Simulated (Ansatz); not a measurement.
**CHNSi (triplet): correlated methods under varied settings at a displaced geometry (v2)**

What do other methods and options give for CHNSi (triplet) at this geometry, and how long do they take?

Program: Ansatz 0.2.0, Gaussian basis. Level of theory: the settings change from run to run. These are calculated values, not measurements.

29 further runs of the same task are left out: 12 that didn't finish, 17 set aside as unsound or not needed.

### 1 The geometry

The geometry is a PBE0/def2-TZVP stationary point (not a proven minimum) with its atoms shifted at random (size 0.100 Å).

4 atoms, charge 0, spin multiplicity 3.

Atoms are counted from 1 here; the program's logs count them from 0.

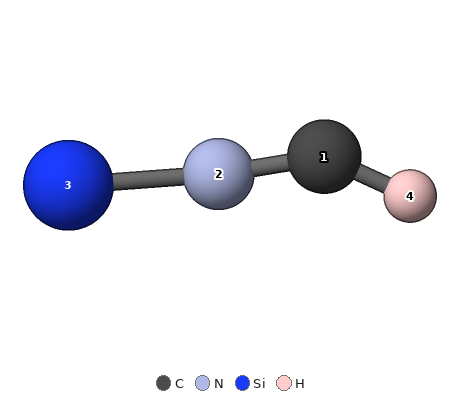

The structure; carbon dark grey, nitrogen light blue, silicon blue, hydrogen pink; atoms are numbered from 1 in the order of the file.

### 2 MP2 on UHF/cc-pVDZ

Input file in.yaml:

```yaml
crystal:
  periodic: [false, false, false]
  atoms:
    - {symbol: C, position_ang: [0.064571, -0.179992, 0.788279]}
    - {symbol: N, position_ang: [-0.100312, -0.071634, -0.406423]}
    - {symbol: Si, position_ang: [-0.023685, -0.087335, -2.091393]}
    - {symbol: H, position_ang: [0.059426, 0.338961, 1.709537]}
basis:
  gaussian: {orbitals: cc-pVDZ}
magnetization: {spin_polarized: true, initial_magnetization: 2}
hamiltonian: {pseudopotentials: {relativity: scalar}}
correlation: {method: mp2, electrons: outside_noble_gas}
scf: {lower_state_search: off}
output: {forces: true}
```

Command:

```
$ ansatz run in.yaml --threads 1 --pin off --events-out ev --progress --plain --max-ram 2393MiB
```

Output:

```text
Functional definition: HF
  name "HF"
  cite "Fock, Z. Phys. 61, 126 (1930) doi:10.1007/BF01340294"
  parent pbe
  exchange = exact_x
  correlation = 0
these checks for a lower state are left out or cut short: starts, cluster_reference, orbital_swaps, neighbouring_geometries, increment
498 factors; integrals over basis functions are off by at most 1.1e-3 eV
mean field evaluation 1: about -10400.5818 eV, gradient 1.8e1 eV
mean field evaluation 2: about -10400.5857 eV, gradient 1.8e1 eV
mean field evaluation 4: about -10403.1833 eV, gradient 3.7e0 eV
mean field evaluation 8: about -10403.6980 eV, gradient 3.2e-1 eV
mean field -10403.70606254 eV, -382.3291459129 hartree, gradient 2.3e-6 eV, S^2 2.288529; 0 other end points of the search recorded, 0 dependent functions left out
7 core orbitals not correlated: weight in the atoms' cores, before any rotation towards them, 1.000 or more for the frozen orbitals, at most 0.000 for the correlated occupied ones
reference -10403.70606254 eV, -382.3291459129 hartree; 8, 6 occupied and 36, 38 virtual orbitals, 498 factors
second order -8.67975640 eV of doubles, -0.00000000 eV of singles
the calculation of the forces begins
mean field evaluation 16: about -10403.7013 eV, gradient 3.4e-2 eV
Total energy: -10412.38581894 eV, -382.6481210773 hartree
Relativity: scalar
Atom 0 at     0.064571    -0.179992     0.788279 Å, force    -0.136223    -1.150540    -1.336677 eV/Å
Atom 1 at    -0.100312    -0.071634    -0.406423 Å, force     0.479120     0.173253     0.717564 eV/Å
Atom 2 at    -0.023685    -0.087335    -2.091393 Å, force    -0.212875     0.020317    -0.509224 eV/Å
Atom 3 at     0.059426     0.338961     1.709537 Å, force    -0.130022     0.956970     1.128338 eV/Å
Dipole moment:     0.028652     0.110294     0.300600 e Å
Checks for a lower state left out: starts, cluster_reference, orbital_swaps, neighbouring_geometries, increment
```

Run time: 4.4 s. Hardware: 1 thread of Intel Xeon at 2.50GHz, shared host.

From the report: ⟨S²⟩ of the determinant 2.289 (pure triplet: 2.00).

### 3 MP2 on ROHF/def2-SVP

Input file in.yaml:

```yaml
crystal:
  periodic: [false, false, false]
  atoms:
    - {symbol: C, position_ang: [0.064571, -0.179992, 0.788279]}
    - {symbol: N, position_ang: [-0.100312, -0.071634, -0.406423]}
    - {symbol: Si, position_ang: [-0.023685, -0.087335, -2.091393]}
    - {symbol: H, position_ang: [0.059426, 0.338961, 1.709537]}
basis:
  gaussian: {orbitals: def2-SVP, fitting: {mean_field: def2-universal-jkfit}, point_charges: [{charge: -1.00, position_ang: [3.606, 0.299, -0.563]}]}
magnetization: {spin_polarized: false, initial_magnetization: 2}
hamiltonian: {pseudopotentials: {relativity: scalar}}
correlation: {method: mp2, electrons: valence}
```

The command is unchanged.

Output, cut to the lines that bear on the results:

```text
Functional definition: HF
  name "HF"
  cite "Fock, Z. Phys. 61, 126 (1930) doi:10.1007/BF01340294"
  parent pbe
[...]
298 factors; integrals over basis functions are off by at most 2.1e-1 eV
[...]
mean field -10398.59891318 eV, -382.1414616359 hartree, gradient 7.2e-6 eV, S^2 2.000000; 7 other end points of the search recorded, 0 dependent functions left out
[...]
7 core orbitals not correlated: weight in the atoms' cores, before any rotation towards them, 1.000 or more for the frozen orbitals, at most 0.000 for the correlated occupied ones
reference -10398.59891318 eV, -382.1414616359 hartree; 8, 6 occupied and 36, 38 virtual orbitals, 298 factors
second order -9.27277695 eV of doubles, -0.15900254 eV of singles
Total energy: -10408.03069267 eV, -382.4880731390 hartree
Relativity: scalar
```

Wall time 7.5 s (1 thread of Intel Xeon at 2.50GHz, shared host).

### 4 CCSD(T) on UHF/cc-pVDZ

Input file in.yaml:

```yaml
crystal:
  periodic: [false, false, false]
  atoms:
    - {symbol: C, position_ang: [0.064571, -0.179992, 0.788279]}
    - {symbol: N, position_ang: [-0.100312, -0.071634, -0.406423]}
    - {symbol: Si, position_ang: [-0.023685, -0.087335, -2.091393]}
    - {symbol: H, position_ang: [0.059426, 0.338961, 1.709537]}
basis:
  gaussian: {orbitals: cc-pVDZ, fitting: {mean_field: def2-universal-jkfit}}
magnetization: {spin_polarized: true, initial_magnetization: 2}
correlation: {method: ccsd_t, electrons: outside_noble_gas, diis_vectors: 1}
scf: {lower_state_search: off}
```

Launched as before.

Output, cut to the lines that bear on the results:

```text
Functional definition: HF
  name "HF"
  cite "Fock, Z. Phys. 61, 126 (1930) doi:10.1007/BF01340294"
  parent pbe
[...]
298 factors; integrals over basis functions are off by at most 2.2e-1 eV
[...]
mean field -10387.80177610 eV, -381.7446741666 hartree, gradient 2.1e-6 eV, S^2 2.288059; 0 other end points of the search recorded, 0 dependent functions left out
7 core orbitals not correlated: weight in the atoms' cores, before any rotation towards them, 1.000 or more for the frozen orbitals, at most 0.000 for the correlated occupied ones
reference -10387.80177610 eV, -381.7446741666 hartree; 8, 6 occupied and 36, 38 virtual orbitals, 298 factors
second order -8.67673483 eV of doubles, -0.00000000 eV of singles
cycle   1  -9.05022082 eV  change   -3.7e-1 eV  update   1.1e-1
[...]
cycle  25  -9.78917986 eV  change   -2.7e-6 eV  update   5.3e-6
perturbative correction -0.43519619 eV, -0.0159931649 hartree
Total energy: -10398.02615215 eV, -382.1204130561 hartree
Checks for a lower state left out: stability, starts, cluster_reference, orbital_swaps, neighbouring_geometries, increment
```

Wall time 6.5 s (1 thread of Intel Xeon at 2.50GHz, shared host).

From the report: ⟨S²⟩ of the determinant 2.288 (pure triplet: 2.00); correlation -10.2244 eV; T1 0.044; largest double amplitude 0.08.

### 5 CCSD/STO-3G

Input file in.yaml:

```yaml
crystal:
  periodic: [false, false, false]
  atoms:
    - {symbol: C, position_ang: [0.064571, -0.179992, 0.788279]}
    - {symbol: N, position_ang: [-0.100312, -0.071634, -0.406423]}
    - {symbol: Si, position_ang: [-0.023685, -0.087335, -2.091393]}
    - {symbol: H, position_ang: [0.059426, 0.338961, 1.709537]}
basis:
  gaussian: {orbitals: STO-3G}
magnetization: {spin_polarized: true, initial_magnetization: 2}
hamiltonian: {xc: {name: PBE0}}
correlation: {method: ccsd, electrons: valence}
scf: {lower_state_search: light}
```

Same command.

Output, cut to the lines that bear on the results:

```text
Functional definition: PBE0
  name "PBE0"
  cite "Adamo & Barone, J. Chem. Phys. 110, 6158 (1999) doi:10.1063/1.478522"
  cite "Perdew, Burke & Ernzerhof, Phys. Rev. Lett. 77, 3865 (1996) doi:10.1103/PhysRevLett.77.3865"
  parent pbe
[...]
239 factors; integrals over basis functions are off by at most 2.5e-5 eV
[...]
mean field -10286.52068066 eV, -378.0226625600 hartree, gradient 2.2e-6 eV, S^2 2.045948; 0 other end points of the search recorded, 0 dependent functions left out
7 core orbitals not correlated: weight in the atoms' cores, before any rotation towards them, 1.000 or more for the frozen orbitals, at most 0.000 for the correlated occupied ones
reference -10263.26334005 eV, -377.1679710570 hartree; 8, 6 occupied and 5, 7 virtual orbitals, 239 factors
second order -4.48811040 eV of doubles, -0.17847961 eV of singles
cycle   1  -4.71175455 eV  change   -8.4e-2 eV  update   8.6e-2
[...]
cycle  11  -5.06136468 eV  change    3.3e-6 eV  update   1.6e-5
WARN: the results are in doubt because among natural orbitals full CI differs from the method by -0.141 eV
Total energy: -10268.32470472 eV, -377.3539727782 hartree
In doubt: among natural orbitals full CI differs from the method by -0.141 eV
```

It took 2.5 s on 1 thread of Intel Xeon at 2.50GHz, shared host.

From the report: ⟨S²⟩ of the determinant 2.046 (pure triplet: 2.00); correlation -5.0614 eV; T1 0.015; largest double amplitude 0.12. The orbitals are Kohn-Sham ones, so correlation energy and T1 don't compare with those on Hartree-Fock orbitals. The program marks this result as in doubt; its last lines say why.

### 6 MP2 on ROHF/cc-pVDZ

Input file in.yaml:

```yaml
crystal:
  periodic: [false, false, false]
  atoms:
    - {symbol: C, position_ang: [0.064571, -0.179992, 0.788279]}
    - {symbol: N, position_ang: [-0.100312, -0.071634, -0.406423]}
    - {symbol: Si, position_ang: [-0.023685, -0.087335, -2.091393]}
    - {symbol: H, position_ang: [0.059426, 0.338961, 1.709537]}
basis:
  gaussian: {orbitals: cc-pVDZ}
magnetization: {spin_polarized: false, initial_magnetization: 2}
correlation: {method: mp2, electrons: outside_noble_gas}
output: {forces: true}
```

The command is unchanged.

Output, cut to the lines that bear on the results:

```text
Functional definition: HF
  name "HF"
  cite "Fock, Z. Phys. 61, 126 (1930) doi:10.1007/BF01340294"
  parent pbe
[...]
498 factors; integrals over basis functions are off by at most 1.1e-3 eV
[...]
mean field -10387.19707048 eV, -381.7224516450 hartree, gradient 2.2e-6 eV, S^2 2.000000; 6 other end points of the search recorded, 0 dependent functions left out
[...]
7 core orbitals not correlated: weight in the atoms' cores, before any rotation towards them, 1.000 or more for the frozen orbitals, at most 0.000 for the correlated occupied ones
reference -10387.19707048 eV, -381.7224516450 hartree; 8, 6 occupied and 36, 38 virtual orbitals, 498 factors
second order -9.33356714 eV of doubles, -0.16618421 eV of singles
[...]
Total energy: -10396.69682182 eV, -382.0715610677 hartree
Atom 0 at     0.064571    -0.179992     0.788279 Å, force    -0.066475    -0.940674    -0.226586 eV/Å
Atom 1 at    -0.100312    -0.071634    -0.406423 Å, force     0.335581     0.105096     0.278856 eV/Å
Atom 2 at    -0.023685    -0.087335    -2.091393 Å, force    -0.184620     0.035619    -1.186379 eV/Å
Atom 3 at     0.059426     0.338961     1.709537 Å, force    -0.084486     0.799959     1.134109 eV/Å
Dipole moment:     0.015056     0.123643     0.396217 e Å
```

Wall time 9.5 s (1 thread of Intel Xeon at 2.50GHz, shared host).

### 7 BCCD/cc-pVDZ

Changes to in.yaml since step 6:

```diff
@@ -9,4 +9,5 @@
   gaussian: {orbitals: cc-pVDZ}
-magnetization: {spin_polarized: false, initial_magnetization: 2}
-correlation: {method: mp2, electrons: outside_noble_gas}
-output: {forces: true}
+magnetization: {spin_polarized: true, initial_magnetization: 2}
+hamiltonian: {xc: {name: r2SCAN}}
+correlation: {method: bccd, electrons: outside_noble_gas}
+scf: {lower_state_search: full}
```

Same command.

Output, cut to the lines that bear on the results:

```text
Functional definition: r2SCAN
  name "r2SCAN"
  cite "Furness, Kaplan, Ning, Perdew & Sun, J. Phys. Chem. Lett. 11, 8208 (2020) doi:10.1021/acs.jpclett.0c02405"
  cite "Furness, Kaplan, Ning, Perdew & Sun, J. Phys. Chem. Lett. 11, 9248 (2020) doi:10.1021/acs.jpclett.0c03077"
  parent r2scan
[...]
498 factors; integrals over basis functions are off by at most 1.1e-3 eV
[...]
mean field -10415.64979506 eV, -382.7680699873 hartree, gradient 3.3e-6 eV, S^2 2.052638; 9 other end points of the search recorded, 0 dependent functions left out
7 core orbitals not correlated: weight in the atoms' cores, before any rotation towards them, 1.000 or more for the frozen orbitals, at most 0.000 for the correlated occupied ones
reference -10387.10854365 eV, -381.7191983439 hartree; 8, 6 occupied and 36, 38 virtual orbitals, 498 factors
second order -9.92826689 eV of doubles, -0.30618922 eV of singles
cycle   1  -9.90012002 eV  change    3.3e-1 eV  update   1.0e-1
[...]
cycle  15  -10.38824961 eV  change    8.7e-6 eV  update   8.8e-6
Total energy: -10397.49679325 eV, -382.1009594755 hartree
```

Wall time 32 s (1 thread of Intel Xeon at 2.50GHz, shared host).

From the report: ⟨S²⟩ of the determinant 2.053 (pure triplet: 2.00); correlation -10.3882 eV; largest double amplitude 0.08.

### 8 CASCI(6,7)/STO-3G

Input file in.yaml:

```yaml
crystal:
  periodic: [false, false, false]
  atoms:
    - {symbol: C, position_ang: [0.064571, -0.179992, 0.788279]}
    - {symbol: N, position_ang: [-0.100312, -0.071634, -0.406423]}
    - {symbol: Si, position_ang: [-0.023685, -0.087335, -2.091393]}
    - {symbol: H, position_ang: [0.059426, 0.338961, 1.709537]}
basis:
  gaussian: {orbitals: STO-3G}
magnetization: {spin_polarized: false, initial_magnetization: 2}
correlation: {active_space: {window: {electrons: 6, orbitals: 7}, fixed_orbitals: true, states: [{multiplicity: 3, weights: [1, 1, 1, 0.5]}]}}
```

Same command.

Output:

```text
Functional definition: HF
  name "HF"
  cite "Fock, Z. Phys. 61, 126 (1930) doi:10.1007/BF01340294"
  parent pbe
  exchange = exact_x
  correlation = 0
344 factors; integrals over basis functions are off by at most 2.8e-8 eV
mean field evaluation 1: about -10262.0989 eV, gradient 1.2e1 eV
mean field evaluation 2: about -10262.1486 eV, gradient 1.2e1 eV
mean field evaluation 4: about -10262.9859 eV, gradient 2.2e0 eV
mean field evaluation 8: about -10263.3186 eV, gradient 6.3e-1 eV
mean field evaluation 16: about -10262.6121 eV, gradient 3.8e0 eV
mean field evaluation 32: about -10263.3220 eV, gradient 3.6e-1 eV
mean field -10263.33720470 eV, -377.1706855329 hartree, gradient 2.2e-6 eV, S^2 2.000000; 4 other end points of the search recorded, 0 dependent functions left out
reference -10263.33720470 eV, -377.1706855329 hartree; 15, 13 occupied and 5, 7 virtual orbitals, 344 factors
state -10265.05804717 eV, -377.2339253272 hartree
state -10263.21026237 eV, -377.1660204882 hartree
state -10261.33642981 eV, -377.0971584120 hartree
state -10260.99649982 eV, -377.0846662150 hartree
Total energy: -10262.88656836 eV, -377.1541249528 hartree
```

Wall time 1.9 s (1 thread of Intel Xeon at 2.50GHz, shared host).

From the report: 1,225 determinants; active occupations (of the averaged states) 1.91, 1.82, 0.95, 0.59, 0.50, 0.23, 0.01.

### 9 CCSD(T) on UHF/def2-mTZVP

Input file in.yaml:

```yaml
crystal:
  periodic: [false, false, false]
  atoms:
    - {symbol: C, position_ang: [0.064571, -0.179992, 0.788279]}
    - {symbol: N, position_ang: [-0.100312, -0.071634, -0.406423]}
    - {symbol: Si, position_ang: [-0.023685, -0.087335, -2.091393]}
    - {symbol: H, position_ang: [0.059426, 0.338961, 1.709537]}
basis:
  gaussian: {orbitals: def2-mTZVP}
magnetization: {spin_polarized: true, initial_magnetization: 2}
correlation: {method: ccsd_t, electrons: outside_noble_gas}
```

Launched as before.

Output, cut to the lines that bear on the results:

```text
Functional definition: HF
  name "HF"
  cite "Fock, Z. Phys. 61, 126 (1930) doi:10.1007/BF01340294"
  parent pbe
[...]
548 factors; integrals over basis functions are off by at most 1.0e-3 eV
[...]
mean field -10388.47268545 eV, -381.7693296305 hartree, gradient 2.5e-6 eV, S^2 2.277509; 8 other end points of the search recorded, 0 dependent functions left out
determinant -10388.47268545 eV, -381.7693296305 hartree, with singles and doubles -10398.31190380 eV, -382.1309142358 hartree
determinant -10387.01220125 eV, -381.7156578263 hartree, with singles and doubles -10396.58474413 eV, -382.0674422886 hartree
determinant -10385.76865991 eV, -381.6699585249 hartree, with singles and doubles -10395.45207260 eV, -382.0258173776 hartree
7 core orbitals not correlated: weight in the atoms' cores, before any rotation towards them, 1.000 or more for the frozen orbitals, at most 0.000 for the correlated occupied ones
reference -10388.47268545 eV, -381.7693296305 hartree; 8, 6 occupied and 48, 50 virtual orbitals, 548 factors
second order -8.83885858 eV of doubles, -0.00000000 eV of singles
cycle   1  -9.83876807 eV  change    4.5e-4 eV  update   3.7e-3
[...]
cycle  10  -9.84387139 eV  change    8.9e-6 eV  update   5.2e-6
perturbative correction -0.48089537 eV, -0.0176725788 hartree
Total energy: -10398.79745221 eV, -382.1487578105 hartree
```

It took 25 s on 1 thread of Intel Xeon at 2.50GHz, shared host.

From the report: ⟨S²⟩ of the determinant 2.278 (pure triplet: 2.00); correlation -10.3248 eV; T1 0.045; largest double amplitude 0.08.

### 10 CASSCF(4,5)/6-31G

Changes to in.yaml since step 9:

```diff
@@ -8,4 +8,5 @@
 basis:
-  gaussian: {orbitals: def2-mTZVP}
-magnetization: {spin_polarized: true, initial_magnetization: 2}
-correlation: {method: ccsd_t, electrons: outside_noble_gas}
+  gaussian: {orbitals: 6-31G}
+magnetization: {spin_polarized: false, initial_magnetization: 2}
+correlation: {active_space: {window: {electrons: 4, orbitals: 5}}}
+scf: {lower_state_search: light}
```

Launched as before.

Output:

```text
Functional definition: HF
  name "HF"
  cite "Fock, Z. Phys. 61, 126 (1930) doi:10.1007/BF01340294"
  parent pbe
  exchange = exact_x
  correlation = 0
431 factors; integrals over basis functions are off by at most 2.5e-4 eV
mean field evaluation 1: about -10383.4950 eV, gradient 2.0e1 eV
mean field evaluation 2: about -10383.5040 eV, gradient 2.0e1 eV
mean field evaluation 4: about -10384.8610 eV, gradient 2.6e0 eV
mean field evaluation 8: about -10385.1205 eV, gradient 3.9e-1 eV
mean field evaluation 16: about -10384.4641 eV, gradient 3.6e0 eV
mean field evaluation 32: about -10384.9611 eV, gradient 2.3e0 eV
mean field -10385.12157310 eV, -381.6461785232 hartree, gradient 1.4e-6 eV, S^2 2.000000; 6 other end points of the search recorded, 0 dependent functions left out
reference -10385.12157310 eV, -381.6461785232 hartree; 15, 13 occupied and 18, 20 virtual orbitals, 431 factors
state -10386.14366004 eV, -381.6837395253 hartree
Total energy: -10386.14366004 eV, -381.6837395253 hartree
```

Run time: 5.5 s. Hardware: 1 thread of Intel Xeon at 2.50GHz, shared host.

From the report: 100 determinants; active occupations 1.92, 0.99, 0.99, 0.08, 0.01.

### 11 The runs in one table

Where basis and cores are those of an earlier UCCSDT(Q)/cc-pVDZ run (-10398.1316 eV), and the state is the same kind, the miss against it is given. † marks a result that the program doubts.

```csv
level,correlated,functions,energy (eV),from UCCSDT(Q) (meV),time
MP2 on UHF/cc-pVDZ (relativity set),outside noble gas,51,-10412.3858,,4.4 s
"MP2 on ROHF/def2-SVP (beside a point charge, relativity set)",valence,51,-10408.0307,,7.5 s
CCSD(T) on UHF/cc-pVDZ,outside noble gas,51,-10398.0262,105.4,6.5 s
CCSD/STO-3G (on PBE0 orbitals) †,valence,20,-10268.3247,,2.5 s
MP2 on ROHF/cc-pVDZ,outside noble gas,51,-10396.6968,1434.8,9.5 s
BCCD/cc-pVDZ (on r2SCAN orbitals),outside noble gas,51,-10397.4968,634.8,32 s
"CASCI(6,7)/STO-3G (mean of several states)",,20,-10262.8866,,1.9 s
CCSD(T) on UHF/def2-mTZVP,outside noble gas,63,-10398.7975,,25 s
"CASSCF(4,5)/6-31G",,33,-10386.1437,,5.5 s
```

### 12 Summary of results

```
quantity                                              value
    runs                                                  9
quickest  CASCI(6,7)/STO-3G (mean of several states), 1.9 s
 slowest            BCCD/cc-pVDZ (on r2SCAN orbitals), 32 s
```

Total energies in different bases, with other cores or another treatment of relativity can't be set against each other. BCCD/cc-pVDZ (on r2SCAN orbitals) took 17 times as long as CASCI(6,7)/STO-3G (mean of several states); the jobs differ in more than the method. Among the correlated runs with a miss given, it spans +105 to +1435 meV. Cores frozen from Kohn-Sham orbitals shift the total energy.
